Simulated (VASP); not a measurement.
**How smearing and k-mesh change a VASP run on Rhodium**

Aim: find what the smearing and k-mesh change for Rhodium, and what they cost. The series runs use LDA. The smearing tried: ISMEAR = -1, SIGMA = 0.01; ISMEAR = -1, SIGMA = 0.05; ISMEAR = -1, SIGMA = 0.1; ISMEAR = -1, SIGMA = 0.2; ISMEAR = -1, SIGMA = 0.5; ISMEAR = 2, SIGMA = 0.01; ISMEAR = 2, SIGMA = 0.05; ISMEAR = 2, SIGMA = 0.1; ISMEAR = 2, SIGMA = 0.2; ISMEAR = 2, SIGMA = 0.5; ISMEAR = -5. The k-mesh tried: 3 3 3; 4 4 4; 5 5 5; 7 7 7; 9 9 9; 12 12 12; 15 15 15; 18 18 18. The start is a cell from a database of measured crystal structures.

Program: VASP 6.6.1. Level of theory: LDA; plane waves and PAW (Rh_pv). Results are calculated unless marked as measured.

The database entry behind the starting cell differs from later determinations by our own check (an axis about 0.2 % short against later determinations), so it need not match the best structure at ambient conditions.

**1. Starting point**

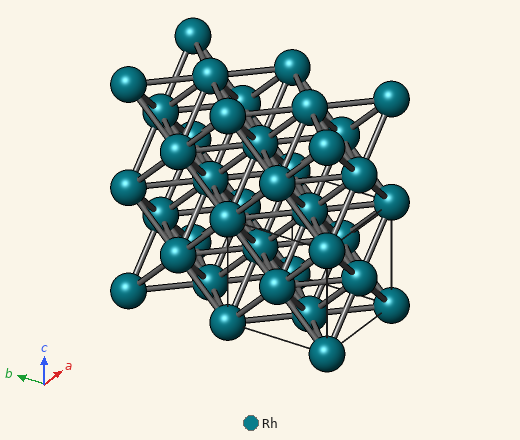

Start, viewed from a free direction; rhodium blue. 1×2×2 cells are drawn. This picture shows the conventional cell, with its axes. Some periodic images of atoms are drawn too.

Coordinates:

```cif
data_structure
_symmetry_space_group_name_H-M 'Fm-3m'
_symmetry_Int_Tables_number 225
_cell_length_a 3.7957
_cell_length_b 3.7957
_cell_length_c 3.7957
_cell_angle_alpha 90.000
_cell_angle_beta 90.000
_cell_angle_gamma 90.000
_cell_volume 54.69
loop_
_atom_site_label
_atom_site_type_symbol
_atom_site_symmetry_multiplicity
_atom_site_Wyckoff_symbol
_atom_site_fract_x
_atom_site_fract_y
_atom_site_fract_z
_atom_site_occupancy
Rh1 Rh 4 a 0.00000 0.00000 0.00000 1
```

**2. Smearing: ISMEAR = -1, SIGMA = 0.01**

Smearing steadies the sum over the Fermi surface at the price of an entropy term. LDA, the lowest rung, knows the local density alone.

The input, INCAR:

```
SYSTEM = Rh
PREC = Accurate
ENCUT = 400
EDIFF = 1E-06
NELM = 100
ISMEAR = -1
SIGMA = 0.01
LREAL = .FALSE.
ALGO = Normal
GGA = CA
NBANDS = 13
LASPH = .TRUE.
LORBIT = 11
LWAVE = .FALSE.
LCHARG = .FALSE.
KPAR = 2
ISIF = 2
```

The input, POSCAR:

```
Rh
1.0
    0.0000000000      1.8978500000      1.8978500000
    1.8978500000      0.0000000000      1.8978500000
    1.8978500000      1.8978500000      0.0000000000
Rh
1
Direct
    0.0000000000      0.0000000000      0.0000000000
```

The input, KPOINTS:

```
Automatic mesh
0
Gamma
10 10 10
0 0 0
```

The projector-augmented-wave data sets are Rh_pv (PBE family, release 64).

Run with:

```sh
$ mpirun -np 2 vasp_std
```

Output:

```text
[banner, memory and clock lines left out]
running    2 mpi-ranks, on    1 nodes
 distrk:  each k-point on    1 cores,    2 groups
 distr:  one band on    1 cores,    1 groups

 POSCAR found type information on POSCAR Rh
 POSCAR found :  1 types and       1 ions
|                                                                             |
|               ----> ADVICE to this user running VASP <----                  |
|                                                                             |
|     You enforced a specific xc type in the INCAR file but a different       |
|     [... a line on the potential file left out ...]
|     I HOPE YOU KNOW WHAT YOU ARE DOING!                                     |
|                                                                             |

 LDA part: xc-table for (Slater(with rela. corr.)+CA(PZ))
 , standard interpolation
 POSCAR, INCAR and KPOINTS ok, starting setup
 FFT: planning ... GRIDC
 FFT: planning ... GRID_SOFT
 FFT: planning ... GRID
 WAVECAR not read
 entering main loop
       N       E                     dE             d eps       ncg     rms          rms(c)
DAV:   1     0.978401241445E+02    0.97840E+02   -0.77267E+03  1235   0.103E+03
DAV:   2    -0.825559780856E+01   -0.10610E+03   -0.10181E+03  1327   0.313E+02
DAV:   3    -0.944360787094E+01   -0.11880E+01   -0.11861E+01  1462   0.376E+01
DAV:   4    -0.944936709454E+01   -0.57592E-02   -0.57588E-02  1387   0.265E+00
DAV:   5    -0.944943742469E+01   -0.70330E-04   -0.70325E-04  1488   0.257E-01    0.118E+01
DAV:   6    -0.873767091628E+01    0.71177E+00   -0.12028E+00  1467   0.161E+01    0.351E+00
DAV:   7    -0.872275317257E+01    0.14918E-01   -0.13388E-01  1467   0.265E+00    0.133E+00
DAV:   8    -0.871748165529E+01    0.52715E-02   -0.10961E-02  1342   0.152E+00    0.137E-01
DAV:   9    -0.871712012512E+01    0.36153E-03   -0.90756E-04  1512   0.426E-01    0.301E-02
DAV:  10    -0.871712493413E+01   -0.48090E-05   -0.57270E-06  1407   0.290E-02    0.856E-03
DAV:  11    -0.871712716466E+01   -0.22305E-05   -0.51194E-07  1124   0.562E-03    0.777E-04
DAV:  12    -0.871712716138E+01    0.32837E-08   -0.10147E-08   836   0.114E-03
   1 F= -.87171272E+01 E0= -.87168536E+01  d E =-.547196E-03
```

Elapsed: 3 s, on 2 MPI ranks of Intel Xeon Platinum 8488C (Sapphire Rapids), shared host; peak memory 0.21 GiB.

Lines that name or quote the potential files are left out of all logs, and their timing lines are given in words.

Parts of OUTCAR (step 2):

```text
ion  position               nearest neighbor table
   1  0.000  0.000  0.000-

  LATTYP: Found a face centered cubic cell.
 ALAT       =     3.7957000000

 Subroutine GETGRP returns: Found 48 space group operations
 (whereof 48 operations were pure point group operations)

The static configuration has the point symmetry O_h .

 Found     47 irreducible k-points:

   k-points           NKPTS =     47   k-points in BZ     NKDIM =     47   number of bands    NBANDS=     13

   dimension x,y,z NGX =    18 NGY =   18 NGZ =   18
   dimension x,y,z NGXF=    36 NGYF=   36 NGZF=   36

   ENCUT  =  400.0 eV  29.40 Ry    5.42 a.u.   4.38  4.38  4.38*2*pi/ulx,y,z

   NELECT =      15.0000    total number of electrons

 k-points in reciprocal lattice and weights: Automatic mesh
   0.00000000  0.00000000  0.00000000       0.001
   0.10000000  0.00000000  0.00000000       0.008
   0.20000000  0.00000000  0.00000000       0.008
   0.30000000  0.00000000  0.00000000       0.008
   0.40000000  0.00000000  0.00000000       0.008
   0.50000000  0.00000000  0.00000000       0.004
   0.10000000  0.10000000  0.00000000       0.006
   0.20000000  0.10000000  0.00000000       0.024
   0.30000000  0.10000000  0.00000000       0.024
[...]
-0.30000000  0.40000000  0.20000000       0.024
  -0.30000000  0.50000000  0.20000000       0.012

 average (electrostatic) potential at core
       1 -70.6478

 E-fermi :  11.7582

 k-point     1 :       0.0000    0.0000    0.0000
  band No.  band energies     occupation
    ...
      5       8.5747      2.00000
      6       8.5747      2.00000
      7       8.5747      2.00000
      8      10.7235      2.00000
      9      10.7235      2.00000
     10      27.6794      0.00000
     11      31.8848      0.00000
     12      33.1238      0.00000
     13      33.1238      0.00000

 k-point     2 :       0.1000    0.0000    0.0000
  band No.  band energies     occupation
    ...
      5       8.4093      2.00000
      6       8.7243      2.00000
      7       8.7243      2.00000
      8      10.6462      2.00000
      9      10.6462      2.00000
     10      28.2434      0.00000
     11      31.2905      0.00000
     12      31.8964      0.00000
     13      33.7133      0.00000

 k-point     3 :       0.2000    0.0000    0.0000
  band No.  band energies     occupation
    ...
      5       8.2292      2.00000
      6       8.9550      2.00000
      7       8.9550      2.00000
      8      10.6686      2.00000
      9      10.6686      2.00000
     10      28.3316      0.00000
     11      29.2865      0.00000
     12      31.8877      0.00000
     13      35.2797      0.00000

  Total       -0.8565102     -0.8565102     -0.8565102      0.0000000      0.0000000      0.0000000
  in kB     -100.3754381   -100.3754381   -100.3754381      0.0000000      0.0000000      0.0000000
  external PRESSURE =    -100.3754381 kB  Pullay stress =       0.0000000 kB

  energy-cutoff  :      400.00
  volume of cell :       13.67
      direct lattice vectors                 reciprocal lattice vectors
     0.000000000  1.897850000  1.897850000    -0.263456016  0.263456016  0.263456016
     1.897850000  0.000000000  1.897850000     0.263456016 -0.263456016  0.263456016
     1.897850000  1.897850000  0.000000000     0.263456016  0.263456016 -0.263456016

 POSITION                                       TOTAL-FORCE (eV/Angst)
 -----------------------------------------------------------------------------------
      0.00000      0.00000      0.00000        -0.000000      0.000000     -0.000000
 -----------------------------------------------------------------------------------
    total drift:                                0.000000     -0.000000     -0.000000

  FREE ENERGIE OF THE ION-ELECTRON SYSTEM (eV)
  ---------------------------------------------------
  free  energy   TOTEN  =        -8.7171271614 eV

  energy  without entropy=       -8.7165799658  energy(sigma->0) =       -8.71685356

 total charge
# of ion       s       p       d       tot
------------------------------------------
    1        0.402   6.309   7.074  13.785

[... 3 further parts left out ...]
```

This run has no spin polarisation. Its electron count is odd, so without a moment it is a metal by construction. The k-mesh is coarse for a metal. The PAW data sets were made with PBE, though LDA sets exist; this is a small mismatch.

This step gave:

```
electronic steps        : 12
electrons               : 15
bands                   : 13
irreducible k points    : 47
symmetry operations     : 48
free energy (TOTEN)     : -8.717 eV
energy at zero smearing : -8.717 eV
Fermi energy            : 11.76 eV
pressure                : -10.04 GPa
metallic                : yes
```

The series starts at -8.7169 eV an atom and -10.04 GPa, after 12 cycles in 3 s. The entropy term T·S comes to 0.55 meV an atom in size.

**3. Smearing: ISMEAR = -1, SIGMA = 0.05**

Edit INCAR of step 2 so:

```diff
@@ -6,3 +6,3 @@
 ISMEAR = -1
-SIGMA = 0.01
+SIGMA = 0.05
 LREAL = .FALSE.
```

POSCAR is that of step 2.

KPOINTS is that of step 2.

Run with:

```sh
$ mpirun -np 2 vasp_std
```

Output:

```text
[banner, memory and clock lines left out]
running    2 mpi-ranks, on    1 nodes
[...]
[... a notice as in an earlier step ...]

 LDA part: xc-table for (Slater(with rela. corr.)+CA(PZ))
 , standard interpolation
 POSCAR, INCAR and KPOINTS ok, starting setup
[...]
entering main loop
       N       E                     dE             d eps       ncg     rms          rms(c)
DAV:   1     0.978377344868E+02    0.97838E+02   -0.77267E+03  1235   0.103E+03
DAV:   2    -0.826188101819E+01   -0.10610E+03   -0.10181E+03  1327   0.313E+02
DAV:   3    -0.944914380515E+01   -0.11873E+01   -0.11854E+01  1462   0.376E+01
DAV:   4    -0.945489719594E+01   -0.57534E-02   -0.57530E-02  1387   0.265E+00
[...]
DAV:  10    -0.872311903265E+01   -0.42722E-05   -0.63139E-06  1407   0.307E-02    0.929E-03
DAV:  11    -0.872312140375E+01   -0.23711E-05   -0.54094E-07  1119   0.596E-03    0.673E-04
DAV:  12    -0.872312139864E+01    0.51159E-08   -0.14061E-08   836   0.139E-03
   1 F= -.87231214E+01 E0= -.87169706E+01  d E =-.123016E-01
```

Run time: 3.4 s. Hardware: 2 MPI ranks; peak memory 0.21 GiB; 3.6 s of CPU time.

From OUTCAR (step 3):

```text
  Total       -0.8471520     -0.8471520     -0.8471520      0.0000000      0.0000000     -0.0000000
  in kB      -99.2787437    -99.2787437    -99.2787437      0.0000000      0.0000000     -0.0000000
  external PRESSURE =     -99.2787437 kB  Pullay stress =       0.0000000 kB

 POSITION                                       TOTAL-FORCE (eV/Angst)
 -----------------------------------------------------------------------------------
      0.00000      0.00000      0.00000        -0.000000      0.000000      0.000000
 -----------------------------------------------------------------------------------
    total drift:                               -0.000000     -0.000000      0.000000

  FREE ENERGIE OF THE ION-ELECTRON SYSTEM (eV)
  ---------------------------------------------------
  free  energy   TOTEN  =        -8.7231213986 eV

  energy  without entropy=       -8.7108197961  energy(sigma->0) =       -8.71697060

[... 2 parts as in an earlier step ...]

[... 1 further part left out ...]
[key lines of the parts left out:]
E-fermi :  11.7525
```

Against the run before the energy at zero width moves by -0.12 meV an atom and the pressure by +0.11 GPa, after 12 cycles in 3.4 s. The entropy term T·S comes to 12.30 meV an atom in size.

**4. Smearing: ISMEAR = -1, SIGMA = 0.1**

Edit INCAR of step 3 so:

```diff
@@ -6,3 +6,3 @@
 ISMEAR = -1
-SIGMA = 0.05
+SIGMA = 0.1
 LREAL = .FALSE.
```

POSCAR is that of step 3.

KPOINTS is that of step 3.

Run with:

```sh
$ mpirun -np 2 vasp_std
```

Output:

```text
[... set-up lines as in an earlier step ...]
 entering main loop
       N       E                     dE             d eps       ncg     rms          rms(c)
DAV:   1     0.978285843962E+02    0.97829E+02   -0.77267E+03  1235   0.103E+03
DAV:   2    -0.827768021176E+01   -0.10611E+03   -0.10181E+03  1327   0.313E+02
DAV:   3    -0.946417911579E+01   -0.11865E+01   -0.11846E+01  1462   0.375E+01
DAV:   4    -0.946992802119E+01   -0.57489E-02   -0.57485E-02  1387   0.265E+00
[...]
DAV:  10    -0.874072874883E+01   -0.45326E-05   -0.62404E-06  1407   0.304E-02    0.931E-03
DAV:  11    -0.874073108047E+01   -0.23316E-05   -0.55935E-07  1143   0.579E-03    0.708E-04
DAV:  12    -0.874073107751E+01    0.29609E-08   -0.12687E-08   821   0.132E-03
   1 F= -.87407311E+01 E0= -.87180246E+01  d E =-.454130E-01
```

Run time: 3.2 s. Hardware: 2 MPI ranks; peak memory 0.21 GiB.

From OUTCAR (step 4):

```text
  Total       -0.8213058     -0.8213058     -0.8213058      0.0000000      0.0000000      0.0000000
  in kB      -96.2498019    -96.2498019    -96.2498019      0.0000000      0.0000000      0.0000000
  external PRESSURE =     -96.2498019 kB  Pullay stress =       0.0000000 kB

 POSITION                                       TOTAL-FORCE (eV/Angst)
 -----------------------------------------------------------------------------------
      0.00000      0.00000      0.00000         0.000000      0.000000      0.000000
 -----------------------------------------------------------------------------------
    total drift:                                0.000000     -0.000000     -0.000000

  FREE ENERGIE OF THE ION-ELECTRON SYSTEM (eV)
  ---------------------------------------------------
  free  energy   TOTEN  =        -8.7407310775 eV

  energy  without entropy=       -8.6953181154  energy(sigma->0) =       -8.71802460

[... 2 parts as in an earlier step ...]

[... 1 further part left out ...]
[key lines of the parts left out:]
E-fermi :  11.7347
```

Against the run before the energy at zero width moves by -1.05 meV an atom and the pressure by +0.30 GPa, after 12 cycles in 3.2 s. The entropy term T·S comes to 45.41 meV an atom in size.

**5. Smearing: ISMEAR = -1, SIGMA = 0.2**

Edit INCAR of step 4 so:

```diff
@@ -6,3 +6,3 @@
 ISMEAR = -1
-SIGMA = 0.1
+SIGMA = 0.2
 LREAL = .FALSE.
```

POSCAR is that of step 4.

KPOINTS is that of step 4.

Run with:

```sh
$ mpirun -np 2 vasp_std
```

Output:

```text
[... set-up lines as in an earlier step ...]
 entering main loop
       N       E                     dE             d eps       ncg     rms          rms(c)
DAV:   1     0.977837797794E+02    0.97784E+02   -0.77267E+03  1235   0.103E+03
DAV:   2    -0.833388653067E+01   -0.10612E+03   -0.10183E+03  1327   0.313E+02
DAV:   3    -0.952013429570E+01   -0.11862E+01   -0.11844E+01  1462   0.375E+01
DAV:   4    -0.952588878669E+01   -0.57545E-02   -0.57541E-02  1387   0.265E+00
[...]
DAV:  10    -0.880609536597E+01   -0.51103E-05   -0.58928E-06  1412   0.293E-02    0.962E-03
DAV:  11    -0.880609758127E+01   -0.22153E-05   -0.68191E-07  1167   0.667E-03    0.685E-04
DAV:  12    -0.880609757658E+01    0.46971E-08   -0.13347E-08   836   0.140E-03
   1 F= -.88060976E+01 E0= -.87202881E+01  d E =-.171619E+00
```

Elapsed: 3.2 s, on 2 MPI ranks; peak memory 0.21 GiB; 3.7 s of CPU time.

From OUTCAR (step 5):

```text
  Total       -0.7171178     -0.7171178     -0.7171178      0.0000000      0.0000000      0.0000000
  in kB      -84.0398805    -84.0398805    -84.0398805      0.0000000      0.0000000      0.0000000
  external PRESSURE =     -84.0398805 kB  Pullay stress =       0.0000000 kB

 POSITION                                       TOTAL-FORCE (eV/Angst)
 -----------------------------------------------------------------------------------
      0.00000      0.00000      0.00000        -0.000000      0.000000      0.000000
 -----------------------------------------------------------------------------------
    total drift:                                0.000000     -0.000000     -0.000000

  FREE ENERGIE OF THE ION-ELECTRON SYSTEM (eV)
  ---------------------------------------------------
  free  energy   TOTEN  =        -8.8060975766 eV

  energy  without entropy=       -8.6344786104  energy(sigma->0) =       -8.72028809

[... 2 parts as in an earlier step ...]

[... 1 further part left out ...]
[key lines of the parts left out:]
E-fermi :  11.7045
```

Against the run before the energy at zero width moves by -2.26 meV an atom and the pressure by +1.22 GPa, after 12 cycles in 3.2 s. The entropy term T·S comes to 171.62 meV an atom in size.

**6. Smearing: ISMEAR = -1, SIGMA = 0.5**

Edit INCAR of step 5 so:

```diff
@@ -6,3 +6,3 @@
 ISMEAR = -1
-SIGMA = 0.2
+SIGMA = 0.5
 LREAL = .FALSE.
```

POSCAR is that of step 5.

KPOINTS is that of step 5.

Run with:

```sh
$ mpirun -np 2 vasp_std
```

Output:

```text
[... set-up lines as in an earlier step ...]
 entering main loop
       N       E                     dE             d eps       ncg     rms          rms(c)
DAV:   1     0.974845353632E+02    0.97485E+02   -0.77267E+03  1235   0.103E+03
DAV:   2    -0.872468699176E+01   -0.10621E+03   -0.10191E+03  1327   0.313E+02
DAV:   3    -0.991098028722E+01   -0.11863E+01   -0.11845E+01  1462   0.375E+01
DAV:   4    -0.991676189910E+01   -0.57816E-02   -0.57812E-02  1387   0.265E+00
[...]
DAV:  10    -0.923992160813E+01   -0.63659E-05   -0.49164E-06  1402   0.261E-02    0.818E-03
DAV:  11    -0.923992288696E+01   -0.12788E-05   -0.10336E-06  1237   0.979E-03    0.643E-04
DAV:  12    -0.923992288161E+01    0.53492E-08   -0.18446E-08   811   0.175E-03
   1 F= -.92399229E+01 E0= -.87461300E+01  d E =-.987586E+00
```

It took 3.2 s on 2 MPI ranks; peak memory 0.2 GiB.

Parts of OUTCAR (step 6):

```text
  Total       -0.0898388     -0.0898388     -0.0898388      0.0000000      0.0000000      0.0000000
  in kB      -10.5283154    -10.5283154    -10.5283154      0.0000000      0.0000000      0.0000000
  external PRESSURE =     -10.5283154 kB  Pullay stress =       0.0000000 kB

 POSITION                                       TOTAL-FORCE (eV/Angst)
 -----------------------------------------------------------------------------------
      0.00000      0.00000      0.00000         0.000000     -0.000000      0.000000
 -----------------------------------------------------------------------------------
    total drift:                                0.000000     -0.000000     -0.000000

  FREE ENERGIE OF THE ION-ELECTRON SYSTEM (eV)
  ---------------------------------------------------
  free  energy   TOTEN  =        -9.2399228816 eV

  energy  without entropy=       -8.2523371031  energy(sigma->0) =       -8.74612999

[... 2 parts as in an earlier step ...]

[... 1 further part left out ...]
[key lines of the parts left out:]
E-fermi :  11.7530
```

Against the run before the energy at zero width moves by -25.84 meV an atom and the pressure by +7.35 GPa, after 12 cycles in 3.2 s. The entropy term T·S comes to 987.59 meV an atom in size.

**7. Smearing: ISMEAR = 2, SIGMA = 0.01**

Edit INCAR of step 6 so:

```diff
@@ -5,4 +5,4 @@
 NELM = 100
-ISMEAR = -1
-SIGMA = 0.5
+ISMEAR = 2
+SIGMA = 0.01
 LREAL = .FALSE.
```

POSCAR is that of step 6.

KPOINTS is that of step 6.

Run with:

```sh
$ mpirun -np 2 vasp_std
```

Output:

```text
[... set-up lines as in an earlier step ...]
 entering main loop
       N       E                     dE             d eps       ncg     rms          rms(c)
DAV:   1     0.978404143846E+02    0.97840E+02   -0.77267E+03  1235   0.103E+03
DAV:   2    -0.825519809885E+01   -0.10610E+03   -0.10181E+03  1327   0.313E+02
DAV:   3    -0.944293725906E+01   -0.11877E+01   -0.11859E+01  1462   0.376E+01
DAV:   4    -0.944869652406E+01   -0.57593E-02   -0.57589E-02  1387   0.265E+00
[...]
DAV:  10    -0.871670935675E+01   -0.50658E-05   -0.54838E-06  1407   0.283E-02    0.857E-03
DAV:  11    -0.871671159459E+01   -0.22378E-05   -0.54435E-07  1145   0.573E-03    0.899E-04
DAV:  12    -0.871671159326E+01    0.13256E-08   -0.90648E-09   831   0.105E-03
   1 F= -.87167116E+01 E0= -.87166967E+01  d E =-.594788E-04
```

It took 3.4 s on 2 MPI ranks; peak memory 0.21 GiB.

Parts of OUTCAR (step 7):

```text
  Total       -0.8566681     -0.8566681     -0.8566681      0.0000000     -0.0000000      0.0000000
  in kB     -100.3939510   -100.3939510   -100.3939510      0.0000000     -0.0000000      0.0000000
  external PRESSURE =    -100.3939510 kB  Pullay stress =       0.0000000 kB

  FREE ENERGIE OF THE ION-ELECTRON SYSTEM (eV)
  ---------------------------------------------------
  free  energy   TOTEN  =        -8.7167115933 eV

  energy  without entropy=       -8.7166521145  energy(sigma->0) =       -8.71669672

[... 3 parts as in an earlier step ...]

[... 1 further part left out ...]
[key lines of the parts left out:]
E-fermi :  11.7591
```

Against the first of the series the energy at zero width moves by +0.16 meV an atom while the pressure stays within 0.01 GPa, after 12 cycles in 3.4 s. The entropy term T·S comes to 0.06 meV an atom in size.

(Part 1 of 3 ends here.)

[Lines on the potential files, build, host, timing and source positions are cut from VASP's logs without a mark.]

[Logs are printed without paths, hosts, clocks, repeated set-up lines and the standing remarks that a program may print on its own settings, such as how far it seeks lower states.]

[Hosts, paths, dates, database ids (printed as entryN), source tags and the programs' standing remarks are cut or masked in the printed files.]

[A measured line is paired with the nearest computed mode of its activity, which favours agreement.]
